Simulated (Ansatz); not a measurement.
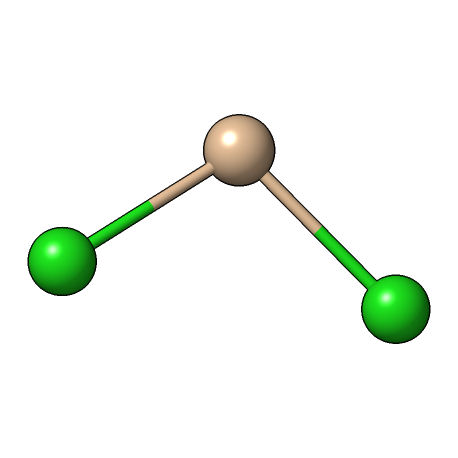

A ball-and-stick model of a molecule. Every bond is drawn as one stick, whatever its order. Colours: silicon light orange, chlorine green.

Description:

It has 3 atoms: 1 silicon and 2 chlorine (SiCl₂). This geometry has C2v symmetry. Coordination: 1 Si bent.

The parts below concern this one geometry. Atoms keep their numbers from picture to picture. Computed geometry: PBE0-D4/def2-TZVP optimisation.

### Electronic properties

Properties computed with RKS PBE0-D4/def2-TZVP (Ansatz 0.2.0).

> Estimate the harmonic zero-point energy.

7.4 kJ/mol.

> Give the dipole moment at this level.

0.87 D.

### Vibrations

Harmonic vibrations computed with RKS PBE0-D4/def2-TZVP (Ansatz 0.2.0) at a stationary point of the same level.

> How many vibrational modes are there, and where do they lie?

3 modes: 198, 515, 520 cm⁻¹.

### Charges

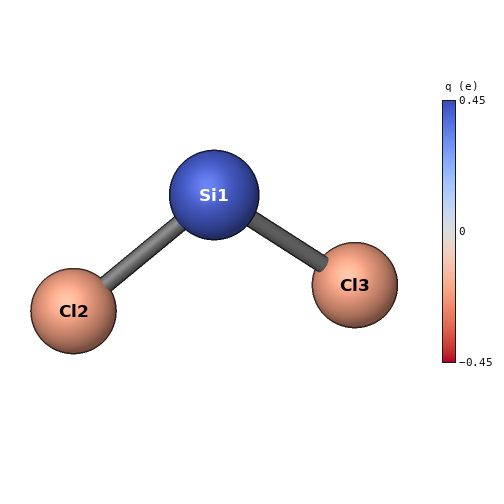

Atoms are coloured by their Mulliken charges. Level of theory: RKS PBE0-D4/def2-TZVP (Ansatz 0.2.0).

List the Mulliken charges.

```tsv
atom	value (e)
Si1	0.41
Cl2	−0.21
Cl3	−0.21
```

Mulliken values depend strongly on the basis set and can even reverse the polarity of a bond.
